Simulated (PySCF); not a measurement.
# Al, Al+: ionisation energy in aug-cc-pV(5+d)Z, part 2 of 2

Wanted: the ionisation energy of aluminium, up a ladder of methods.

PySCF 2.14.0; aug-cc-pV(5+d)Z, no relativity, point nucleus. The scripts are equivalent inputs of a driver's runs. Earlier steps stand in the parts before.

### 3 Al+: the ladder of methods

Level: UHF.

input.py

```python
from pyscf import gto, scf, dft, mp, cc
import basis_set_exchange as bse
mol = gto.M(atom="Al 0 0 0", charge=1, spin=0, symmetry="D2h",
            basis=gto.basis.parse(bse.get_basis("aug-cc-pV(5+d)Z", elements=["Al"], fmt="nwchem")))
mf = scf.UHF(mol)
mf.irrep_nelec = {'Ag': (3, 3), 'B1u': (1, 1), 'B2u': (1, 1), 'B3u': (1, 1)}
mf.kernel()
```

Standard output:

```text
damping factor = 0
level_shift factor = 0
DIIS = <class 'pyscf.scf.diis.CDIIS'>
diis_start_cycle = 1
diis_space = 10
diis_damp = 0
SCF conv_tol = 1e-09
SCF conv_tol_grad = None
number electrons alpha = 6  beta = 6
cycle= 1 E= -241.674614343887  delta_E= -1.38e-10  |g|= 2.42e-06  |ddm|= 0.000128
converged SCF energy = -241.674614343887  <S^2> = 3.5527137e-15  2S+1 = 1
```

It used 3.9 s of CPU time after the integrals (shared host).

Orbital energies by shell (radii are means over both spins):

```
shell  electrons  mean orbital energy (eV)  spread (eV)  rms radius (bohr)
   1s          2                   -1600.4            0              0.139
   2s          2                   -141.98            0              0.677
   2p          6                   -95.858            0              0.675
   3s          2                   -17.750            0               2.61
```

⟨S²⟩ = 0.000, ⟨L²⟩ = 0.00.

Level: LDA.

Changes to input.py:

```diff
@@ -4,3 +4,3 @@
             basis=gto.basis.parse(bse.get_basis("aug-cc-pV(5+d)Z", elements=["Al"], fmt="nwchem")))
-mf = scf.UHF(mol)
+mf = dft.UKS(mol, xc="LDA,VWN")
 mf.irrep_nelec = {'Ag': (3, 3), 'B1u': (1, 1), 'B2u': (1, 1), 'B3u': (1, 1)}
```

Standard output:

```text
damping factor = 0
level_shift factor = 0
DIIS = <class 'pyscf.scf.diis.CDIIS'>
diis_start_cycle = 1
diis_space = 10
diis_damp = 0
SCF conv_tol = 1e-09
SCF conv_tol_grad = None
number electrons alpha = 6  beta = 6
XC functionals = LDA,VWN
    P. A. M. Dirac.,  Math. Proc. Cambridge Philos. Soc. 26, 376 (1930)
    F. Bloch.,  Z. Phys. 57, 545 (1929)
    S. H. Vosko, L. Wilk, and M. Nusair.,  Can. J. Phys. 58, 1200 (1980)
cycle= 1 E= -241.09628177529  delta_E= -0.0108  |g|= 0.0425  |ddm|= 18.9
cycle= 2 E= -241.096401393557  delta_E= -0.00012  |g|= 0.0286  |ddm|= 2.41
cycle= 3 E= -241.096492668466  delta_E= -9.13e-05  |g|= 0.000166  |ddm|= 1.22
cycle= 4 E= -241.096492673624  delta_E= -5.16e-09  |g|= 2.76e-05  |ddm|= 0.00657
cycle= 5 E= -241.09649267382  delta_E= -1.96e-10  |g|= 6.19e-07  |ddm|= 0.000177
converged SCF energy = -241.09649267382  <S^2> = -5.3290705e-15  2S+1 = 1
```

CPU time 0.95 s on a shared host, the integrals not counted.

Level: PBE.

Changes to input.py:

```diff
@@ -4,3 +4,3 @@
             basis=gto.basis.parse(bse.get_basis("aug-cc-pV(5+d)Z", elements=["Al"], fmt="nwchem")))
-mf = dft.UKS(mol, xc="LDA,VWN")
+mf = dft.UKS(mol, xc="PBE")
 mf.irrep_nelec = {'Ag': (3, 3), 'B1u': (1, 1), 'B2u': (1, 1), 'B3u': (1, 1)}
```

Standard output:

```text
damping factor = 0
level_shift factor = 0
DIIS = <class 'pyscf.scf.diis.CDIIS'>
diis_start_cycle = 1
diis_space = 10
diis_damp = 0
SCF conv_tol = 1e-09
SCF conv_tol_grad = None
number electrons alpha = 6  beta = 6
XC functionals = PBE
    J. P. Perdew, K. Burke, and M. Ernzerhof.,  Phys. Rev. Lett. 77, 3865 (1996)
    J. P. Perdew, K. Burke, and M. Ernzerhof.,  Phys. Rev. Lett. 78, 1396 (1997)
    J. P. Perdew, K. Burke, and M. Ernzerhof.,  Phys. Rev. Lett. 77, 3865 (1996)
    J. P. Perdew, K. Burke, and M. Ernzerhof.,  Phys. Rev. Lett. 78, 1396 (1997)
cycle= 1 E= -242.011242930468  delta_E= -0.00693  |g|= 0.0208  |ddm|= 13.9
cycle= 2 E= -242.011275423974  delta_E= -3.25e-05  |g|= 0.0136  |ddm|= 0.915
cycle= 3 E= -242.011296272511  delta_E= -2.08e-05  |g|= 7.83e-05  |ddm|= 0.485
cycle= 4 E= -242.011296274103  delta_E= -1.59e-09  |g|= 8.81e-06  |ddm|= 0.000917
cycle= 5 E= -242.011296274131  delta_E= -2.83e-11  |g|= 1.76e-06  |ddm|= 0.000231
converged SCF energy = -242.011296274131  <S^2> = -4.4408921e-15  2S+1 = 1
```

It used 1.1 s of CPU time after the integrals (shared host).

Level: PBE0.

Changes to input.py:

```diff
@@ -4,3 +4,3 @@
             basis=gto.basis.parse(bse.get_basis("aug-cc-pV(5+d)Z", elements=["Al"], fmt="nwchem")))
-mf = dft.UKS(mol, xc="PBE")
+mf = dft.UKS(mol, xc="PBE0")
 mf.irrep_nelec = {'Ag': (3, 3), 'B1u': (1, 1), 'B2u': (1, 1), 'B3u': (1, 1)}
```

Standard output:

```text
damping factor = 0
level_shift factor = 0
DIIS = <class 'pyscf.scf.diis.CDIIS'>
diis_start_cycle = 1
diis_space = 10
diis_damp = 0
SCF conv_tol = 1e-09
SCF conv_tol_grad = None
number electrons alpha = 6  beta = 6
XC functionals = PBE0
    C. Adamo and V. Barone.,  J. Chem. Phys. 110, 6158 (1999)
    M. Ernzerhof and G. E. Scuseria.,  J. Chem. Phys. 110, 5029 (1999)
cycle= 1 E= -242.031556962666  delta_E= -0.0036  |g|= 0.0105  |ddm|= 7.69
cycle= 2 E= -242.031569193928  delta_E= -1.22e-05  |g|= 0.00479  |ddm|= 0.574
cycle= 3 E= -242.031571783665  delta_E= -2.59e-06  |g|= 0.000345  |ddm|= 0.141
cycle= 4 E= -242.031571795996  delta_E= -1.23e-08  |g|= 1.51e-05  |ddm|= 0.014
cycle= 5 E= -242.031571796027  delta_E= -3.06e-11  |g|= 4.49e-07  |ddm|= 0.000354
converged SCF energy = -242.031571796027  <S^2> = -1.7763568e-15  2S+1 = 1
```

It used 3.5 s of CPU time after the integrals (shared host).

Level: r2SCAN.

Changes to input.py:

```diff
@@ -4,3 +4,3 @@
             basis=gto.basis.parse(bse.get_basis("aug-cc-pV(5+d)Z", elements=["Al"], fmt="nwchem")))
-mf = dft.UKS(mol, xc="PBE0")
+mf = dft.UKS(mol, xc="R2SCAN")
 mf.irrep_nelec = {'Ag': (3, 3), 'B1u': (1, 1), 'B2u': (1, 1), 'B3u': (1, 1)}
```

Standard output:

```text
damping factor = 0
level_shift factor = 0
DIIS = <class 'pyscf.scf.diis.CDIIS'>
diis_start_cycle = 1
diis_space = 10
diis_damp = 0
SCF conv_tol = 1e-09
SCF conv_tol_grad = None
number electrons alpha = 6  beta = 6
XC functionals = R2SCAN
    J. W. Furness, A. D. Kaplan, J. Ning, J. P. Perdew, and J. Sun.,  J. Phys. Chem. Lett. 11, 8208-8215 (2020)
    J. W. Furness, A. D. Kaplan, J. Ning, J. P. Perdew, and J. Sun.,  J. Phys. Chem. Lett. 11, 9248-9248 (2020)
    J. W. Furness, A. D. Kaplan, J. Ning, J. P. Perdew, and J. Sun.,  J. Phys. Chem. Lett. 11, 8208-8215 (2020)
    J. W. Furness, A. D. Kaplan, J. Ning, J. P. Perdew, and J. Sun.,  J. Phys. Chem. Lett. 11, 9248-9248 (2020)
cycle= 1 E= -242.110578579881  delta_E= -0.00341  |g|= 0.0064  |ddm|= 6.81
cycle= 2 E= -242.110589008678  delta_E= -1.04e-05  |g|= 0.00358  |ddm|= 0.21
cycle= 3 E= -242.110590622695  delta_E= -1.61e-06  |g|= 0.000224  |ddm|= 0.0876
cycle= 4 E= -242.110590648804  delta_E= -2.61e-08  |g|= 3.52e-05  |ddm|= 0.00947
cycle= 5 E= -242.110590649721  delta_E= -9.17e-10  |g|= 4.09e-06  |ddm|= 0.000439
converged SCF energy = -242.110590649721  <S^2> = -5.3290705e-15  2S+1 = 1
```

CPU time 3.1 s on a shared host, the integrals not counted.

Level: B97-3.

Changes to input.py:

```diff
@@ -4,3 +4,3 @@
             basis=gto.basis.parse(bse.get_basis("aug-cc-pV(5+d)Z", elements=["Al"], fmt="nwchem")))
-mf = dft.UKS(mol, xc="R2SCAN")
+mf = dft.UKS(mol, xc="HYB_GGA_XC_B97_3")
 mf.irrep_nelec = {'Ag': (3, 3), 'B1u': (1, 1), 'B2u': (1, 1), 'B3u': (1, 1)}
```

Standard output:

```text
damping factor = 0
level_shift factor = 0
DIIS = <class 'pyscf.scf.diis.CDIIS'>
diis_start_cycle = 1
diis_space = 10
diis_damp = 0
SCF conv_tol = 1e-09
SCF conv_tol_grad = None
number electrons alpha = 6  beta = 6
XC functionals = HYB_GGA_XC_B97_3
    T. W. Keal and D. J. Tozer.,  J. Chem. Phys. 123, 121103 (2005)
cycle= 1 E= -242.125369333509  delta_E= -0.00393  |g|= 0.0102  |ddm|= 7.83
cycle= 2 E= -242.125379199963  delta_E= -9.87e-06  |g|= 0.00466  |ddm|= 0.498
cycle= 3 E= -242.125381606576  delta_E= -2.41e-06  |g|= 0.000287  |ddm|= 0.14
cycle= 4 E= -242.125381615094  delta_E= -8.52e-09  |g|= 6.95e-06  |ddm|= 0.0096
cycle= 5 E= -242.1253816151  delta_E= -5.97e-12  |g|= 1.79e-07  |ddm|= 0.000175
converged SCF energy = -242.1253816151  <S^2> = -4.4408921e-15  2S+1 = 1
```

CPU time 3.5 s on a shared host, the integrals not counted.

Level: wB97M-V.

Changes to input.py:

```diff
@@ -4,3 +4,3 @@
             basis=gto.basis.parse(bse.get_basis("aug-cc-pV(5+d)Z", elements=["Al"], fmt="nwchem")))
-mf = dft.UKS(mol, xc="HYB_GGA_XC_B97_3")
+mf = dft.UKS(mol, xc="WB97M_V")
 mf.irrep_nelec = {'Ag': (3, 3), 'B1u': (1, 1), 'B2u': (1, 1), 'B3u': (1, 1)}
```

Standard output:

```text
damping factor = 0
level_shift factor = 0
DIIS = <class 'pyscf.scf.diis.CDIIS'>
diis_start_cycle = 1
diis_space = 10
diis_damp = 0
SCF conv_tol = 1e-09
SCF conv_tol_grad = None
number electrons alpha = 6  beta = 6
XC functionals = WB97M_V
    N. Mardirossian and M. Head-Gordon.,  J. Chem. Phys. 144, 214110 (2016)
NLC functional = WB97M_V
cycle= 1 E= -242.146216431878  delta_E= -0.00273  |g|= 0.0139  |ddm|= 5.23
cycle= 2 E= -242.146260632718  delta_E= -4.42e-05  |g|= 0.00477  |ddm|= 0.632
cycle= 3 E= -242.146263902775  delta_E= -3.27e-06  |g|= 0.000758  |ddm|= 0.125
cycle= 4 E= -242.14626409431  delta_E= -1.92e-07  |g|= 3.17e-05  |ddm|= 0.0259
cycle= 5 E= -242.146264095789  delta_E= -1.48e-09  |g|= 2.36e-06  |ddm|= 0.000577
cycle= 6 E= -242.146264095797  delta_E= -8.13e-12  |g|= 1.35e-07  |ddm|= 3.31e-05
converged SCF energy = -242.146264095797  <S^2> = -5.3290705e-15  2S+1 = 1
```

It used 13 s of CPU time after the integrals (shared host).

Level: BP86.

Changes to input.py:

```diff
@@ -4,3 +4,3 @@
             basis=gto.basis.parse(bse.get_basis("aug-cc-pV(5+d)Z", elements=["Al"], fmt="nwchem")))
-mf = dft.UKS(mol, xc="WB97M_V")
+mf = dft.UKS(mol, xc="B88,P86")
 mf.irrep_nelec = {'Ag': (3, 3), 'B1u': (1, 1), 'B2u': (1, 1), 'B3u': (1, 1)}
```

Standard output:

```text
damping factor = 0
level_shift factor = 0
DIIS = <class 'pyscf.scf.diis.CDIIS'>
diis_start_cycle = 1
diis_space = 10
diis_damp = 0
SCF conv_tol = 1e-09
SCF conv_tol_grad = None
number electrons alpha = 6  beta = 6
XC functionals = B88,P86
    A. D. Becke.,  Phys. Rev. A 38, 3098 (1988)
    J. P. Perdew.,  Phys. Rev. B 33, 8822 (1986)
cycle= 1 E= -242.165071816442  delta_E= -0.00725  |g|= 0.0161  |ddm|= 14.9
cycle= 2 E= -242.165090176501  delta_E= -1.84e-05  |g|= 0.0104  |ddm|= 0.769
cycle= 3 E= -242.165102491832  delta_E= -1.23e-05  |g|= 4.61e-05  |ddm|= 0.384
cycle= 4 E= -242.165102492089  delta_E= -2.57e-10  |g|= 5.75e-06  |ddm|= 0.00419
converged SCF energy = -242.165102492089  <S^2> = -3.5527137e-15  2S+1 = 1
```

CPU time 0.95 s on a shared host, the integrals not counted.

Level: MP2 (valence).

Changes to input.py:

```diff
@@ -4,4 +4,5 @@
             basis=gto.basis.parse(bse.get_basis("aug-cc-pV(5+d)Z", elements=["Al"], fmt="nwchem")))
-mf = dft.UKS(mol, xc="B88,P86")
+mf = scf.UHF(mol)
 mf.irrep_nelec = {'Ag': (3, 3), 'B1u': (1, 1), 'B2u': (1, 1), 'B3u': (1, 1)}
 mf.kernel()
+mp.UMP2(mf, frozen=5).kernel()
```

No log was kept for this step.

CPU time 1.6 s on a shared host, the integrals not counted.

With 2 electrons correlated, the MP2 correlation energy is -0.02985 hartree (0.00000 same spin, -0.02985 opposite spin); the SCS form gives -0.03582. Largest pairs of shells: 3s-3s -0.0298.

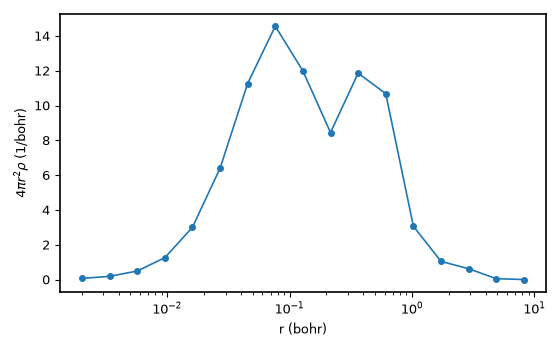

Radial density 4πr²ρ of Al+ at UHF, at 17 stored radii joined by straight lines.

### 4 Orbital energies side by side

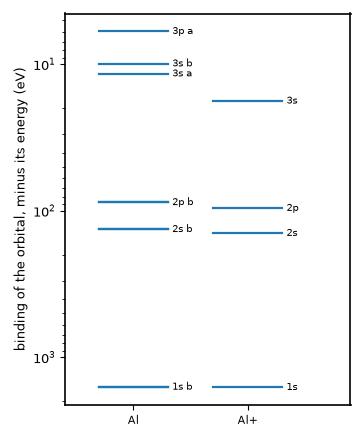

Hartree-Fock orbital energies of the states on a logarithmic scale (a, b: spin up and down; * marks an excited configuration).

### 5 The energy differences

Ionisation energy: Al [Ne] 3s2 3p1 (2P) → Al+ [Ne] 3s2 (1S).

```
           method  value (eV)  error (eV)  CPU time, both states (s)
              UHF       5.609      -0.367                         35
              LDA       6.037      +0.060                        2.1
              PBE       6.080      +0.103                        2.7
             PBE0       6.099      +0.123                        7.7
           r2SCAN       6.182      +0.205                        6.8
            B97-3       5.938      -0.039                        8.2
          wB97M-V       5.692      -0.285                         29
             BP86       6.158      +0.181                        2.3
    MP2 (valence)       5.865      -0.112                         39
SCS-MP2 (valence)       5.852      -0.124                         39
```

Reference: 5.977 eV (measured; NIST levels, between the centres of gravity of the two terms).

Times are CPU seconds on a shared host without the integrals; correlated rows include their Hartree-Fock run, whose time holds the symmetry-adapted start and any spin-orbit constants, while functionals begin from orbitals already made.

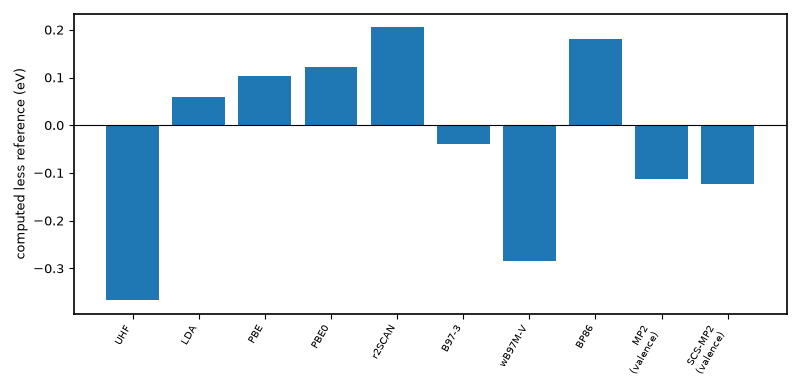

Computed less reference values by method.

### 6 What came out

The summary covers parts 1 to 2.

```
             quantity                                               value
ionisation energy, Al  UHF 5.609, MP2 (valence) 5.865 eV; reference 5.977
```

Each level's miss and price (over 1 difference):

```
           method  mean absolute miss against the measured value (with the measured fine structure taken into account where it is known) (eV)  CPU time, both states (s)
              UHF                                                                                                                       0.367                         35
              LDA                                                                                                                       0.060                        2.1
              PBE                                                                                                                       0.103                        2.7
             PBE0                                                                                                                       0.123                        7.7
           r2SCAN                                                                                                                       0.205                        6.8
            B97-3                                                                                                                       0.039                        8.2
          wB97M-V                                                                                                                       0.285                         29
             BP86                                                                                                                       0.181                        2.3
    MP2 (valence)                                                                                                                       0.112                         39
SCS-MP2 (valence)                                                                                                                       0.124                         39
```

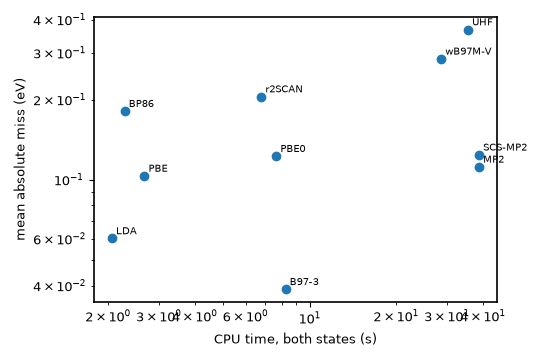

Miss against the measured value (with the measured fine structure taken into account where it is known) and CPU time.

What this shows: Against experiment B97-3 comes closest (off by 0.04 eV) and UHF is farthest (0.37 eV). Hartree-Fock falls short because the species with more electrons holds more correlation energy, which it lacks. PBE is off by +0.10 eV. The basis is finite, and no extrapolation was made. The dearest level timed, MP2 (valence), costs 19 times the cheapest, LDA, and differs from the measured value (with the measured fine structure taken into account where it is known) by 0.11 against 0.06 eV.
